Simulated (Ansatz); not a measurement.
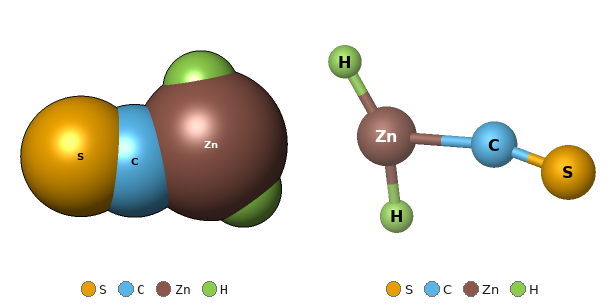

The same structure drawn twice, from different directions.

Description:

The molecule is CH2SZn. All atoms lie on one plane.

More results for the same structure follow; atom numbers are the same in all pictures, views and colours differ. The geometry was computed by an optimisation with PBE0-D4/def2-TZVP. No frequency run is at hand to confirm it as a minimum.

Geometry

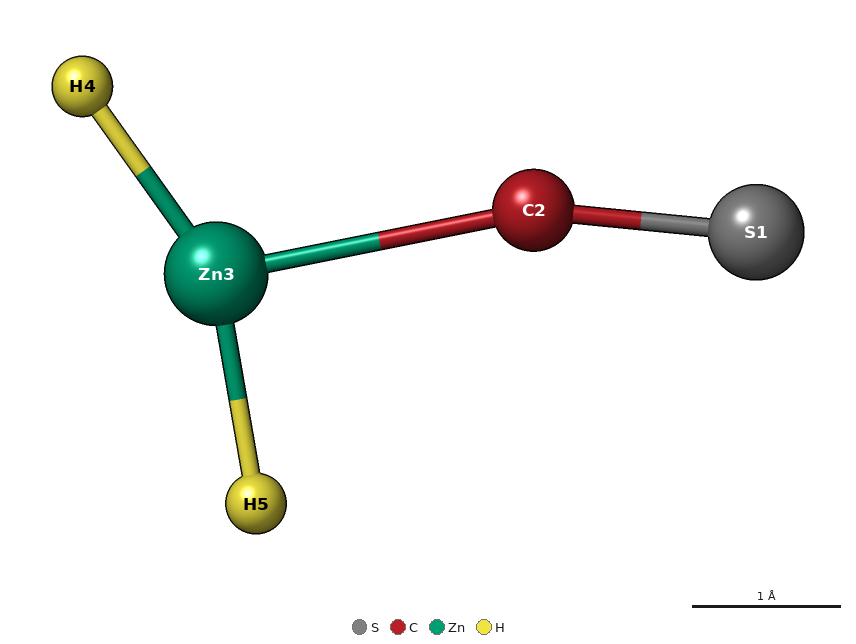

No frequency run is at hand to confirm it as a minimum.

Question: Which bond is the longest?

Answer: C2–Zn3, 2.199 Å.

Electronic properties

No frequency run is at hand to confirm it as a minimum. Properties computed with RKS PBE0-D4/def2-TZVPP (Ansatz 0.2.0).

Computed properties:

- HOMO energy (Kohn–Sham orbital): −7.21 eV
- LUMO energy (Kohn–Sham orbital): −3.39 eV
- HOMO–LUMO gap: 3.82 eV

Charges

The questions are on Mulliken charges. No frequency run is at hand to confirm it as a minimum. Properties computed with RKS PBE0-D4/def2-TZVP (Ansatz 0.2.0).

Question: Which atom carries the highest charge (most positive or least negative)?

Answer: S1 (0.13 e).

Question: And the lowest?

Answer: H4, H5 (−0.10 e).

Give the Mulliken charges atom by atom.

```csv
atom,value (e)
S1,0.13
C2,0.07
Zn3,0.00
H4,−0.10
H5,−0.10
```

Dipole moment

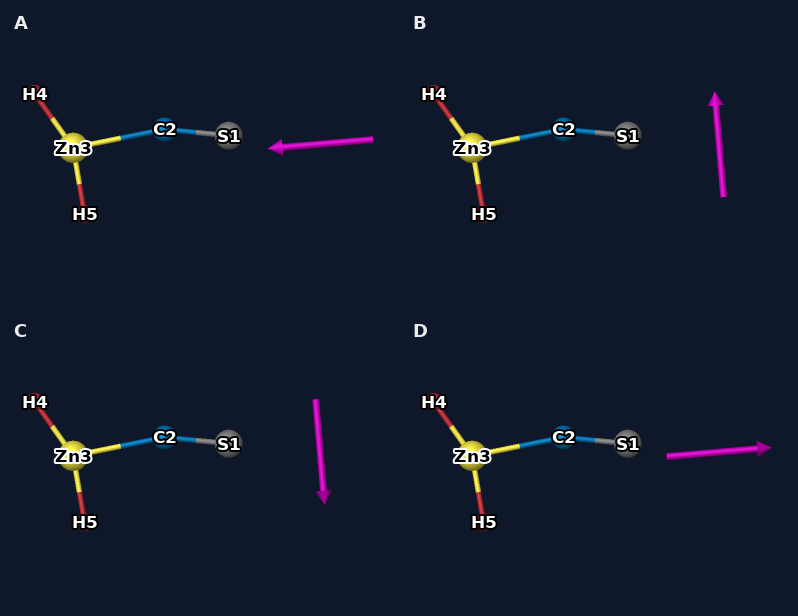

The same molecule four times, each with an arrow. No frequency run is at hand to confirm it as a minimum. Method: RKS PBE0-D4/def2-TZVP (Ansatz 0.2.0).

Question: Which arrow points along the dipole moment, from the negative to the positive end?

Answer: D. The dipole moment is 4.56 D; it points from the side of H4 to the side of S1 (the outermost atoms at the two ends).

Mulliken values depend strongly on the basis set and can even reverse the polarity of a bond.
